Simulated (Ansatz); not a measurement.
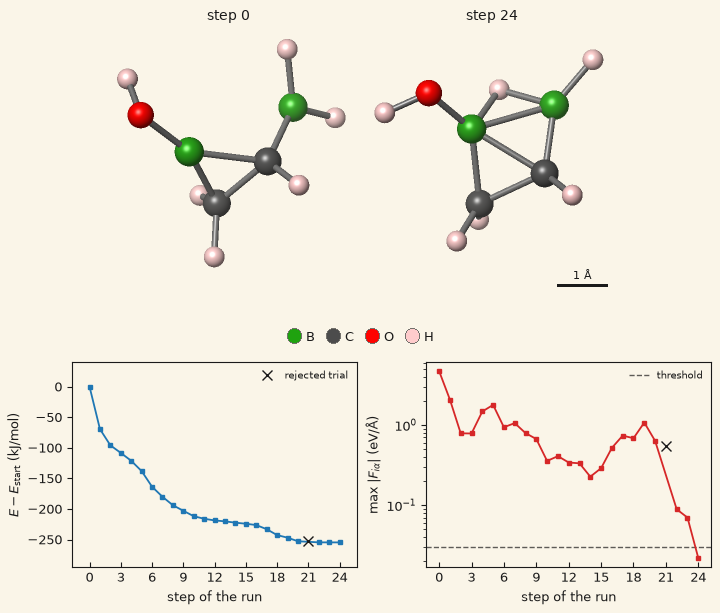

First and last geometry of a relaxation of C₂H₆B₂O (coarse preliminary run), with the history of the run. The picture is a ball-and-stick view, seen at a tilt.

The start comes from a force field.

Computed with Ansatz 0.2.0, RKS PBE-D4/def2-SVP. Set-up: force threshold 0.03 eV/Å; at most 200 steps.

> Did the run converge, and what did it change?

It converged. The atom that moves furthest after the best rigid fit is an H atom (2.14 Å). By element the largest moves are H 2.14 Å, O 0.93 Å, B 0.87 Å, C 0.38 Å. Some distances before and after: B–H 3.756 → 1.433 Å, B–B 2.663 → 1.776 Å, B–H 1.221 → 1.324 Å, B–O 1.475 → 1.380 Å. New bonds form: B–H (3.76 → 1.43 Å). Bond angles that change, for instance: B–C–B 113.9° → 67.1°, C–B–O 159.1° → 135.7°, C–B–H 121.4° → 139.6°. After 23 accepted moves (24 points after the start) the energy has fallen by 254.7 kJ/mol. Largest force component: 4.7 eV/Å at the start, 0.022 eV/Å at the end. The line search rejected the trial step at point 21 of the run. Cost: 37 s on 2 threads of Arm Neoverse V2, with other jobs on the host.
